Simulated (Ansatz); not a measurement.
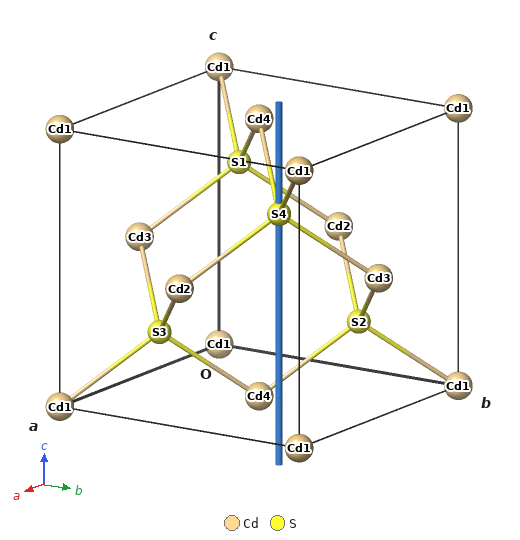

Crystal: CdS, the input geometry of an electronic-structure calculation (not necessarily at equilibrium). The coloured rod is the axis of a symmetry operation of the crystal. All values are computed from the atomic coordinates in the standard setting (tolerance 0.002 Å).

a = 5.878 Å, b = 5.878 Å, c = 5.878 Å, α = 90.00°, β = 90.00°, γ = 90.00°.

```json
{"atom": "Cd1", "x": "0.0000", "y": "0.0000", "z": "0.0000"}
{"atom": "S1", "x": "0.2500", "y": "0.2500", "z": "0.7500"}
{"atom": "Cd2", "x": "0.0000", "y": "0.5000", "z": "0.5000"}
{"atom": "S2", "x": "0.2500", "y": "0.7500", "z": "0.2500"}
{"atom": "Cd3", "x": "0.5000", "y": "0.0000", "z": "0.5000"}
{"atom": "S3", "x": "0.7500", "y": "0.2500", "z": "0.2500"}
{"atom": "Cd4", "x": "0.5000", "y": "0.5000", "z": "0.0000"}
{"atom": "S4", "x": "0.7500", "y": "0.7500", "z": "0.7500"}
```

Take the operation x, y, z → −x+3/2, −y+3/2, z.

What kind of operation is it, and where does it lie?

It is a 2-fold rotation, about the line along [0 0 1] through (3/4, 3/4, 1/2).

Onto which atom does it carry each atom (up to whole multiples of a, b and c)?

Cd1 → Cd4, S1 → S1, Cd2 → Cd3, S2 → S2, Cd3 → Cd2, S3 → S3, Cd4 → Cd1, S4 → S4.

What is the crystal's space group?

F-43m (No. 216).
